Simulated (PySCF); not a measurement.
```xyz
16

C     3.1857   -0.3310    0.5005
C     1.9581   -0.7026    0.0223
C     0.9704    0.1785   -0.3589
C    -0.3645   -0.2428   -0.8601
C    -1.4500    0.2501    0.0084
C    -1.8964    0.8793    1.0523
C    -2.9450    0.2783    0.1557
H     3.4453    0.7073    0.6084
H     3.9253   -1.0572    0.7824
H     1.7459   -1.7616   -0.0691
H     1.1403    1.2410   -0.2662
H    -0.4284   -1.3339   -0.9279
H    -0.5387    0.1603   -1.8676
H    -1.7452    1.4380    1.9418
H    -3.4705   -0.6187    0.4682
H    -3.5399    0.9238   -0.4834
```

Geometry: GFN2-xTB.

Level of theory: UKS B3LYP, pcH-1 on C H, non-relativistic, mean-field spin-orbit, GIAO in PySCF 2.14.0, density-fitted response routines.

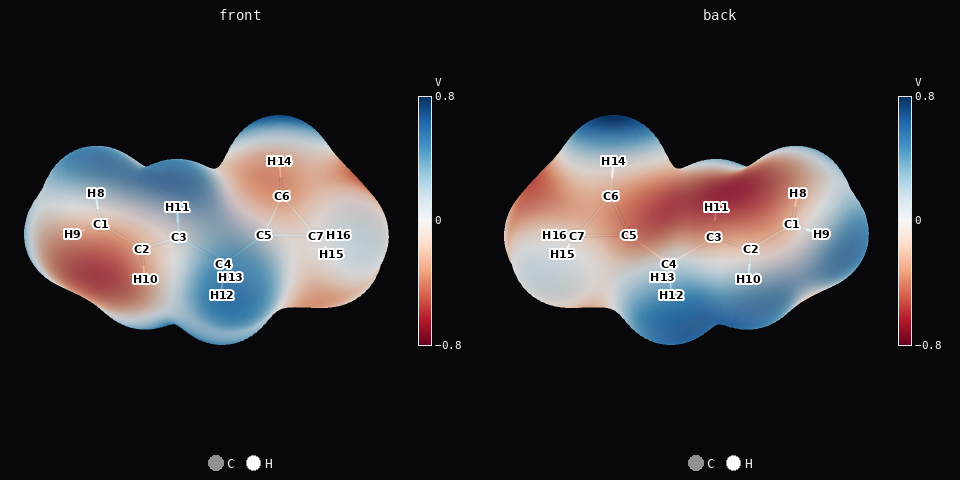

C7H9 (SMILES [CH2]/C=C/CC1=CC1) (doublet). The electrostatic potential painted on the density surface at 0.001 e/bohr³, seen from the front and from behind; the colour scale runs from red (negative) to blue (positive).

Which sites attract a positive test charge, and which a negative one?

A positive charge is drawn to the negative regions and a negative charge to the positive ones. The most negative region (about −0.6 V) lies over the π face of C1, C2, C3 and C6, the most positive (about +0.8 V) over H14.
